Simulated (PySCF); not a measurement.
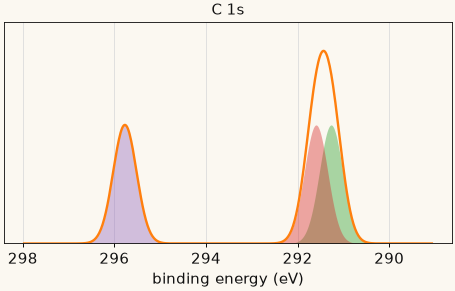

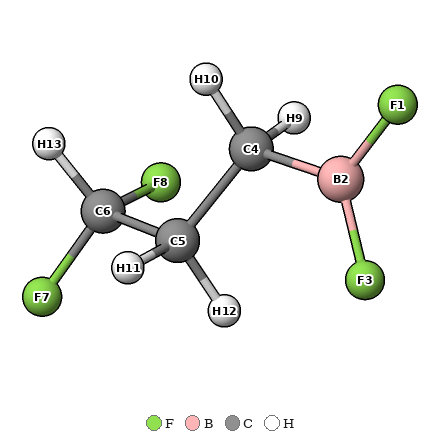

Simulated XPS of C₃H₅BF₄, SMILES FB(F)CCC(F)F. Vertical core-electron binding energies by ΔSCF (SCAN, pcX-2 on the ionised atom, pcseg-1 elsewhere, spin-free X2C; PySCF, at a PBE0-D3(BJ)/def2-SVP geometry (no frequency check)), gas phase, against the vacuum level. One atom of each kind was ionised; within a panel, areas follow the number of like atoms, Gaussians of 0.6 eV full width. Only the regions named are shown. Lines closer than the width merge in the curve.

Q: Assign the components.

A:
| level | atoms | binding energy (eV) |
| --- | --- | --- |
| C 1s | C6 | 295.8 |
| C 1s | C5 | 291.6 |
| C 1s | C4 | 291.3 |

Q: How large is the chemical shift across the C 1s region?

A: 4.5 eV, from C4 at 291.3 eV to C6 at 295.8 eV.

Note: one conformer of a flexible molecule.
